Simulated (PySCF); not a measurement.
**C₅H₈NSi (SMILES C[SiH]n1cccc1) (doublet): density, localisation and related maps**

| atom | x (Å) | y (Å) | z (Å) |
| --- | --- | --- | --- |
| C | 2.5688 | -0.5055 | -0.4053 |
| Si | 1.4752 | 0.7978 | 0.4298 |
| N | -0.2083 | 0.3809 | 0.1938 |
| C | -1.2560 | 0.8691 | 0.9291 |
| C | -2.4277 | 0.3968 | 0.4224 |
| C | -2.0965 | -0.4168 | -0.6875 |
| C | -0.7394 | -0.3973 | -0.8004 |
| H | 2.4994 | -0.4692 | -1.4888 |
| H | 2.2889 | -1.5084 | -0.0859 |
| H | 3.6092 | -0.3480 | -0.1383 |
| H | 1.6555 | 0.9299 | 1.8754 |
| H | -1.0738 | 1.5133 | 1.7664 |
| H | -3.4135 | 0.5994 | 0.7931 |
| H | -2.7848 | -0.9483 | -1.3154 |
| H | -0.1015 | -0.8856 | -1.5103 |

Geometry: GFN2-xTB.

Computed with UKS B3LYP, pcH-1 on C H N Si, non-relativistic, mean-field spin-orbit, GIAO in PySCF 2.14.0, density-fitted response routines.

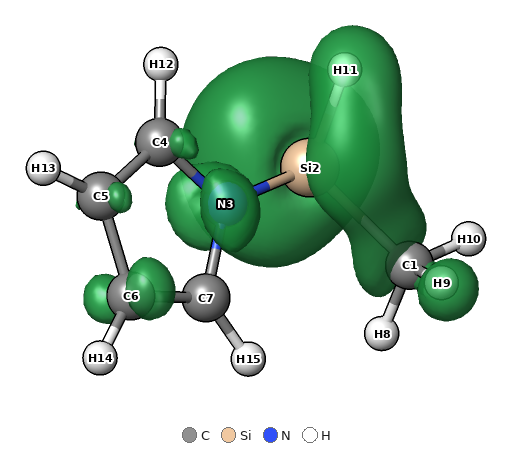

Figure 1. Isosurfaces of the spin density at +0.015 (green) and −0.015 e/Å³ (red), seen at a tilt.

Which atoms carry the spin?

The unpaired spin (1 electron) lies mostly on Si2 (about 0.7), in electrons by Hirshfeld's partition. Only one sign reaches the isovalue.

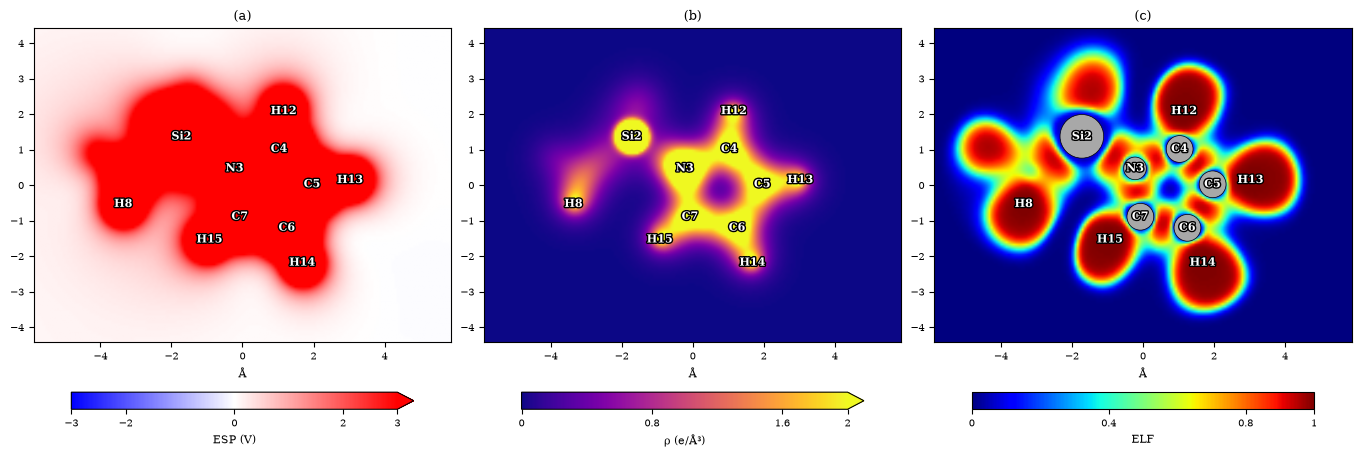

Figure 2. (a) molecular electrostatic potential; (b) total electron density; (c) ELF on the plane of atoms C5, C6 and C7. Grey discs cover the atomic cores in the ELF map.

Describe what can be read from this map.

The section cuts through Si, N, C and H sites. C–C (1.36 Å): ρ at the midpoint is about 2.2 e/Å³; the ELF peaks at about 0.95 between the atoms; localised, covalent bonding. C–N (1.37 Å): ρ at the midpoint is about 2.2 e/Å³; the ELF peaks at about 0.90 between the atoms (a covalent bond). Si–N (1.75 Å): the density is about 1 e/Å³ at the midpoint; the ELF peaks at about 0.95 between the atoms; a shared but strongly polarised pair. C–H (1.07 Å): ρ is about 2.1 e/Å³ halfway; the ELF climbs to about 1 towards the hydrogen, as it does in any bond to H: a covalent bond by its length. C–C (1.42 Å): ρ at the midpoint is about 2 e/Å³; the ELF peaks at about 0.95 between the atoms: a covalent bond. The potential has no marked negative region in this plane.

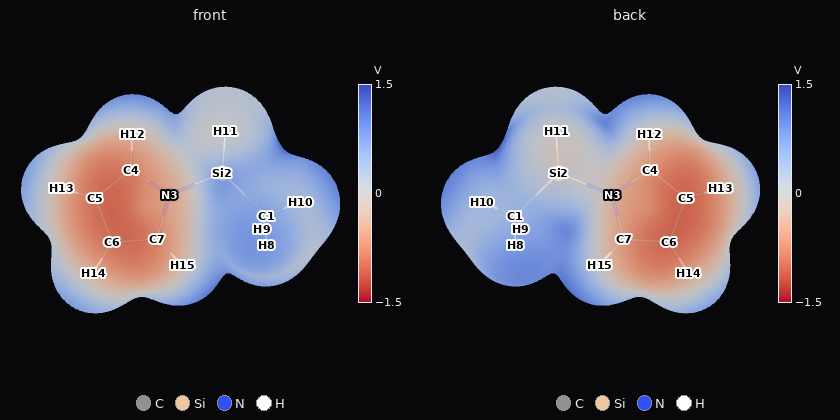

Figure 3. The electrostatic potential painted on the density surface at 0.002 e/bohr³, seen from the front and from behind; the colour scale runs from red (negative) to blue (positive).

Where is the surface potential most negative and most positive?

The most negative region (about −1.0 V) lies over the π face of C5 and C6, the most positive (about +1.2 V) over Si2.
